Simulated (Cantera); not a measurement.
Input: 1 mol MgCO₃, 0.88 mol H₂O, at 1 atm.

Cantera equilibrium calculation (NASA polynomials, part measured and part estimated; ideal gas, pure solids and liquids). Candidate condensed phases: C, C₆H₆, C₇H₈, C₈H₁₈, H₂O, Mg, MgCO₃, MgO, Mg(OH)₂; 116 gas species. The numbers say what is thermodynamically allowed, not how fast it happens.

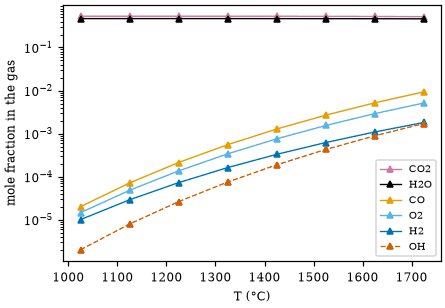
Figure. Equilibrium gas composition (values under 1e-9 drawn at 1e-9)

From 1025 °C to 1725 °C the condensed part is MgO(s).
